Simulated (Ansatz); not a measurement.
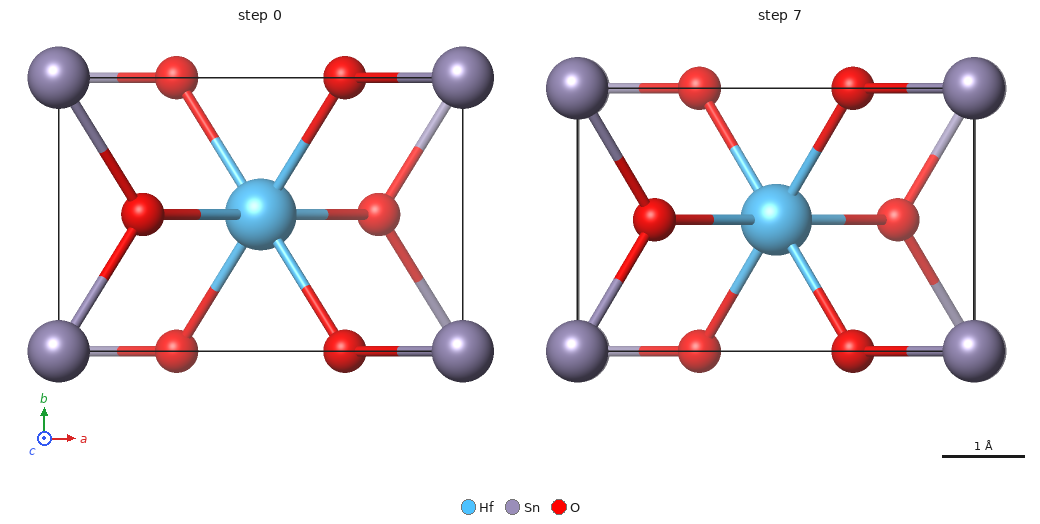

The structure of a crystal of HfSnO4 (a generated structure, set up in P2/m) (coarse preliminary run) before (left) and after (right) a relaxation, at one scale.

A ball-and-stick model of the cell of the calculation, seen along the c axis.

Method: DFT PBE, scalar-relativistic, plane waves, PAW in Ansatz 0.2.0.

Input file:
```yaml
crystal:
  lattice:
    - [4.96023134, 0.0, 0.0]
    - [0.0, 3.35747497, 0.0]
    - [0.0, 0.0, 5.04163584]
  atoms:
    - { symbol: Hf, position: [0.5, 0.5, 0.5] }
    - { symbol: Sn, position: [0.0, 0.0, 0.0] }
    - { symbol: O, position: [0.29185501, 0.0, 0.321042] }
    - { symbol: O, position: [0.79185501, 0.5, 0.178958] }
    - { symbol: O, position: [0.20814499, 0.5, 0.821042] }
    - { symbol: O, position: [0.70814499, 0.0, 0.678958] }
basis:
  ecutwfc: 420
kpoints:
  mp_grid: { grid: [4, 6, 4] }
hamiltonian:
  xc: pbe
scf:
  occupations: { method: gaussian, width: 0.1 }
  lower_state_search: "off"
output:
  forces: true
  stress: true
  eigenvalues: true
relax:
  adjacent_minimum: "off"
  f_tol: 0.04
  max_steps: 70
  cell: { stress_tol: 0.4 }
```

Run as
```bash
ansatz run input.yaml --threads 1 --pin off --max-ram 2560MiB --backend cpu --events-out ev --progress --plain --runs-dir out
```

Summarise the run.

The largest moves relative to the cell, 0.10 Å, are those of O3, O4, O5 and O6. O3 goes along [1 0 −1]. Sn and Hf stay in place. The drawn cell changes as follows: a 4.960 → 4.868 Å (−1.9 %), b 3.357 → 3.227 Å (−3.9 %), c 5.042 → 4.868 Å (−3.4 %), β 90.0° → 90.4°; the volume changes by −8.9 %. Some distances before and after: Hf1–Hf1 3.357 → 3.227 Å, Sn2–O3 2.172 → 2.096 Å, Hf1–O3 2.168 → 2.093 Å, Hf1–O4 2.172 → 2.112 Å. The space group (tolerance 0.01 Å) goes from P2/m (No. 10) to Cmmm (No. 65). The energy falls by 73.3 meV per atom in 5 accepted moves (7 points after the start). The largest force component goes from 0.48 to 0.0055 eV/Å. The pressure goes from −15.53 to 0.00 GPa. The SCF was repeated twice at an unchanged geometry on a basis and grid sized afresh for the cell, which shifted the energy by 3.5 meV per atom at most.
